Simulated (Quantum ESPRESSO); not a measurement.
# Effort and miss along a sweep of ecutwfc: Sr₂RuN₂ (Immm, 5 atoms in the cell)

```xyz
5
Lattice="1.9626 1.9718 6.3503 -1.9626 1.9718 6.3503 -1.9626 -1.9718 6.3503" Properties=species:S:1:pos:R:3 pbc="T T T"
Sr     0.0000     0.0000     1.8067
Sr     0.0000     0.0000    10.8939
Ru     0.0000     0.0000     6.3503
N      0.0000     0.0000     8.1855
N      0.0000     0.0000     4.5151
```

Computed with PBEsol, GBRV 1.5 ultrasoft (PBESOL) pseudopotentials (plane waves; Quantum ESPRESSO).

Base settings: ecutwfc = 40 Ry; ecutrho = 320 Ry; occupations = smearing; smearing = fd; degauss = 0.0073499 Ry; potentials = {Sr: sr_pbesol_v1.uspp.F.UPF, Ru: ru_pbesol_v1.2.uspp.F.UPF, N: n_pbesol_v1.2.uspp.F.UPF}; K_POINTS = automatic 7 7 7 0 0 0; conv_thr = 1e-10 Ry.

Misses are taken against the tightest run, 52 Ry (ecutrho: 320 Ry → 416 Ry), which need not be fully converged itself. The energy is the free energy per atom.

The count of work is k-points × plane waves × bands × iterations; it is no time, and leaves out set-up, grids and terms that scale otherwise. Core times come from one kind of shared machine and are given to one figure; runs under 30 s give none.

The starting cell comes from a database of computed structures (which also holds hypothetical and non-ambient phases and stackings), without a prior relaxation at this level. Spin polarisation is off. In the base run, with a pressure of about -5 GPa the cell is away from its equilibrium volume at this level.

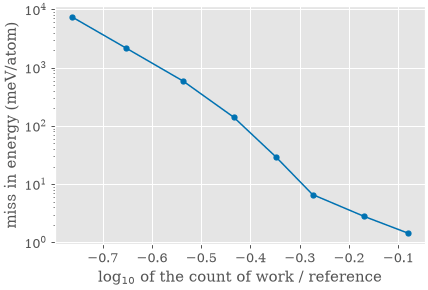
Fig. 1. Miss against the count of work; the reference run is not drawn, and misses under 0.1 meV/atom are drawn there.

```tsv
ecutwfc	energy less reference (meV/atom)	pressure less reference (GPa)	largest difference in the force on any atom (eV/Å)	count of work / reference	core time / reference (rough)
16 Ry (ecutrho: 320 Ry → 128 Ry)	7439.23	-189.00	1.859	0.17	0.1
20 Ry (ecutrho: 320 Ry → 160 Ry)	2176.08	-75.90	0.622	0.22	0.2
24 Ry (ecutrho: 320 Ry → 192 Ry)	586.52	-26.49	0.225	0.29	0.2
28 Ry (ecutrho: 320 Ry → 224 Ry)	141.23	-7.94	0.010	0.37	0.3
32 Ry (ecutrho: 320 Ry → 256 Ry)	29.61	-1.91	0.042	0.45	0.4
36 Ry (ecutrho: 320 Ry → 288 Ry)	6.62	-0.31	0.019	0.53	0.5
40 Ry	2.78	0.01	0.010	0.68	0.7
46 Ry (ecutrho: 320 Ry → 368 Ry)	1.43	0.02	0.005	0.83	0.6
52 Ry (ecutrho: 320 Ry → 416 Ry)	0.00	0.00	0.000	1.0	1
```

Coarsest setting among those run that, with all tighter ones, holds the energy within 20 meV/atom of the reference: 36 Ry (ecutrho: 320 Ry → 288 Ry), off by 6.6 meV/atom; its saving against the reference is no more than about a factor of 2 in the count of work.

Coarsest setting among those run that, with all tighter ones, holds the energy within 5 meV/atom of the reference: 40 Ry, off by 2.8 meV/atom; its saving against the reference is no more than about a factor of 2 in the count of work.

The step from 20 Ry (ecutrho: 320 Ry → 160 Ry) to 46 Ry (ecutrho: 320 Ry → 368 Ry): it takes the miss in the energy from 2200 to 1.4 meV/atom, for 3.7 times the count of work and roughly 3 times the time.
